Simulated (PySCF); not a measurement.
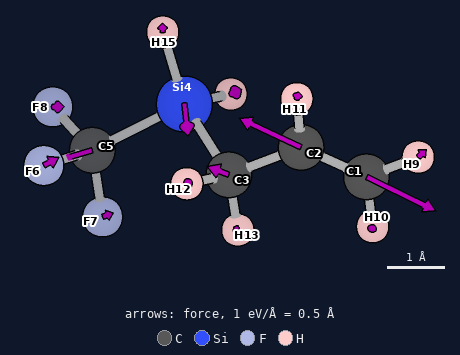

Starting geometry of C4H7F3Si with the computed forces as purple arrows. A ball-and-stick model, seen at a tilt.

The start comes from GFN2-xTB. Its atoms were then displaced at random by about 0.01 Å.

Theory: PBE0-D3(BJ)/def2-SVP geometry optimisation, gas phase (PySCF 2.14.0, density-fitted response routines). 

What follows when this structure is relaxed?

Answer. It isn't relaxed: the largest force vector, on a C atom, is 2.80 eV/Å. The final displacements have little in common with the starting forces (cosine between the two patterns 0.13). After 12 geometry steps the energy has fallen by 16.3 kJ/mol. An H atom moves most after the best rigid fit: 0.24 Å. By element the largest moves are H 0.24 Å, F 0.17 Å, Si 0.10 Å, C 0.08 Å. Some distances before and after: C–Si 1.936 → 1.884 Å, C–C 1.292 → 1.335 Å, H–Si 1.454 → 1.489 Å, C–Si 1.915 → 1.933 Å. Bond angles that change, for instance: Si–C–F 113.7° → 110.9°, Si–C–H 110.1° → 107.5°, H–C–H 114.7° → 117.1°.
